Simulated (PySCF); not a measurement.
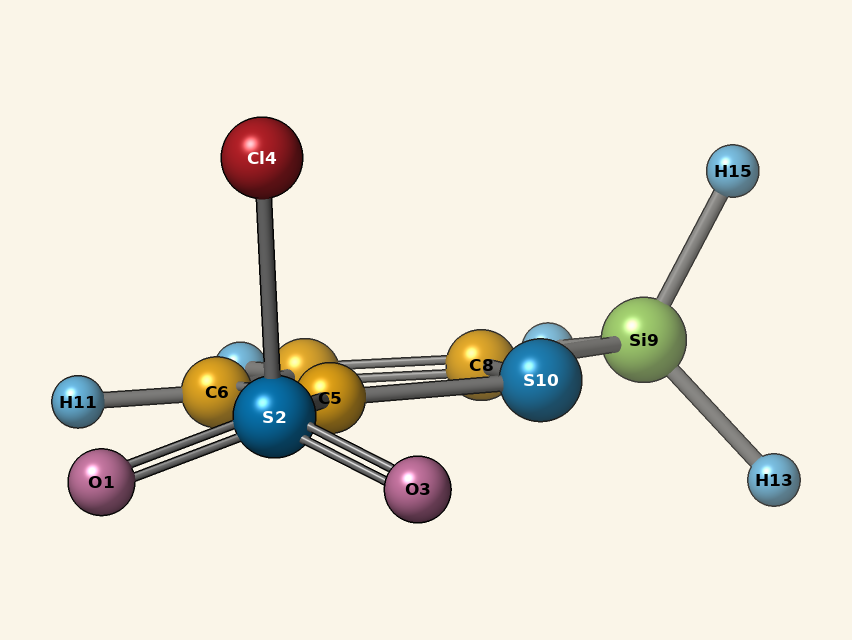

C5 lies behind S2. The molecule seen a little off the S2–C5 bond, S2 in front. Depth is shown by fading: the farther an atom, the more it takes the colour of the background. Computed geometry: PBE0-D3(BJ)/def2-SVP optimisation. No frequency run is at hand to confirm it as a minimum.

What is the torsion angle Cl4–S2–C5–S10? The sign is positive where the front bond must turn clockwise to cover the back bond.

Answer. 86°, about perpendicular.
